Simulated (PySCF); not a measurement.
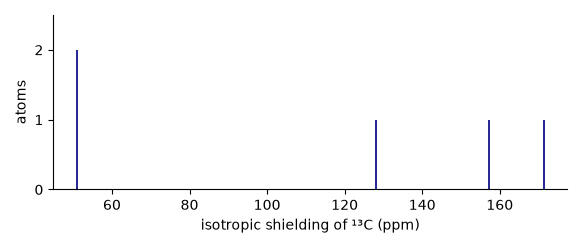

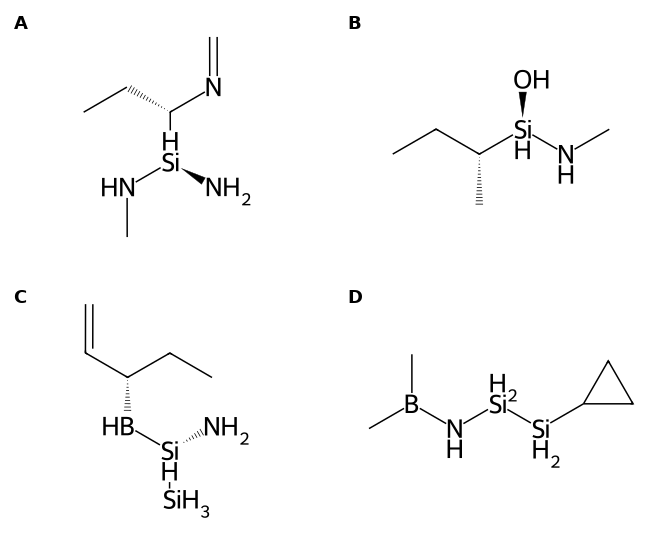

The sticks are computed shieldings of one of the molecules, for one fixed geometry (GFN2-xTB) without averaging over rotations. Low shielding means a high chemical shift. Method: GIAO PBE0/pcSseg-1 NMR shielding, non-relativistic, gas phase (PySCF 2.14.0).

> Match the spectrum to a structure.

C, `C=C[C@@H](B[Si@H](N)[SiH3])CC`. Its 5 C atoms give lines at 50.9 (2 atoms), 128.0, 157.1, 171.3 ppm.

The geometry is semi-empirical. Around B, Si such bond lengths and angles can be off by a tenth of an ångström or more and by several degrees, and values that hang on the shape move with them.
